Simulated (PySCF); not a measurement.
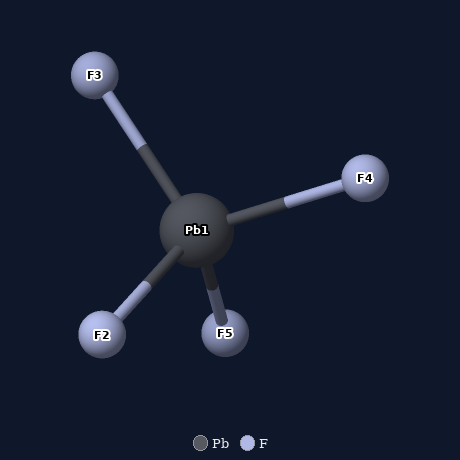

Rigid scan of PbF₄, singlet, from a minimum of the shape that electron-pair counting expects: all bonds to atom 1 scaled (atom 1 is the central atom). PBE0/def2-SVP (ECP) in PySCF, restricted determinant, no spin-orbit coupling; energies counted from the minimum. Splines pass through the computed points, which are marked.

### What does it cost to go to either end of the scan?

414.9 kJ/mol at 0.88 and 716.4 kJ/mol at 1.35.

### What values does the calculation give?

In kJ/mol:
```csv
scale of the bond length,PBE0
0.88,414.9
0.92,158.0
0.96,34.1
1.00,0.0
1.04,25.3
1.08,88.3
1.14,220.6
1.22,419.6
1.35,716.4
```

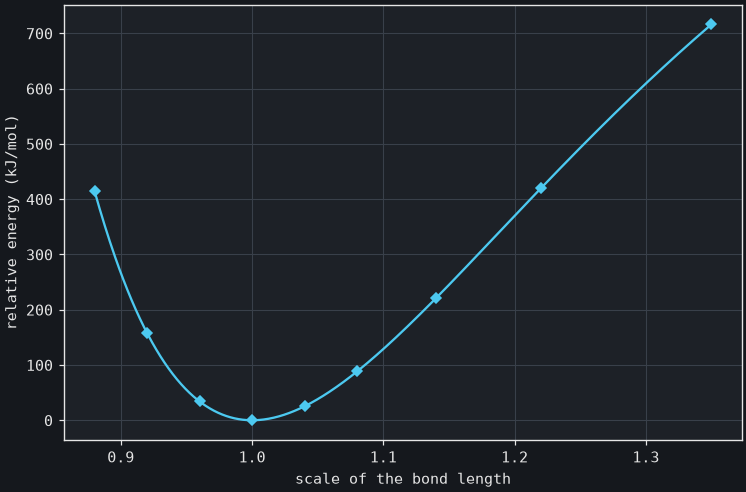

Note: spin-orbit coupling is left out, and with Pb it can shift these values; double-zeta basis on some or all atoms.
